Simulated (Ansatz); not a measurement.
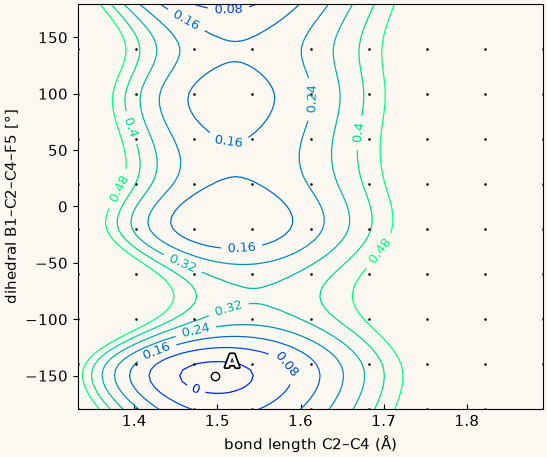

C₂H₆BFO, SMILES BC(O)CF. The first coordinate is: bond length C2–C4; the second: dihedral B1–C2–C4–F5. Nothing is relaxed (all other coordinates rigid). The scan uses a 9 × 9 grid. Points are written as (first, second). Energies: eV, counted from the lowest grid point. Theory: RKS PBE-D4/def2-SVP (Ansatz).

The picture shows contour lines labelled in eV (none above 0.48), dots at the grid points, the point A. Between grid points the surface is interpolated.

### Find the lowest pass out of the well at A.

The easiest path leads from the well at about (1.50 Å, −150°) to the well at about (1.51 Å, 95°), about 0.15 eV higher. Its highest point lies about 0.2 eV above the bottom of the first well on the interpolated surface, at about (1.52 Å, 140°). Seen from the upper well the barrier is about 0.045 eV. This is the barrier on the constrained surface; relaxing the other coordinates would change it.

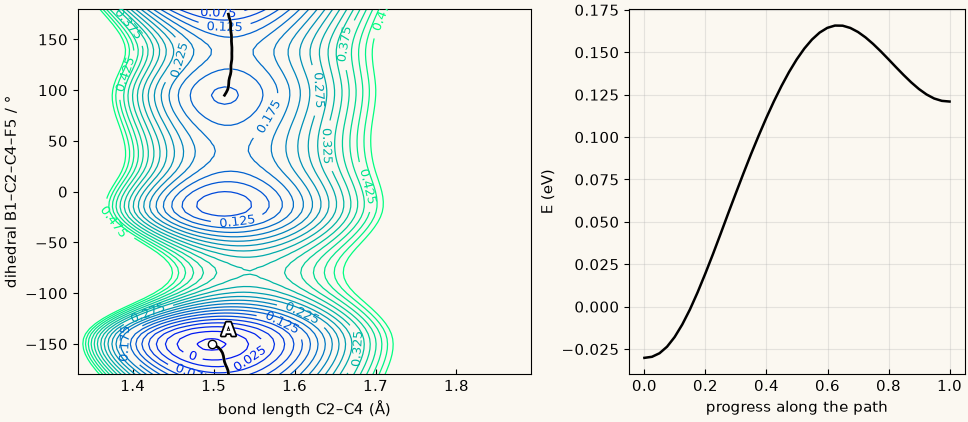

The picture shows contour lines labelled in eV (none above 0.475), a line along the lowest path, the energy along the path at the right. Between grid points the surface is interpolated.
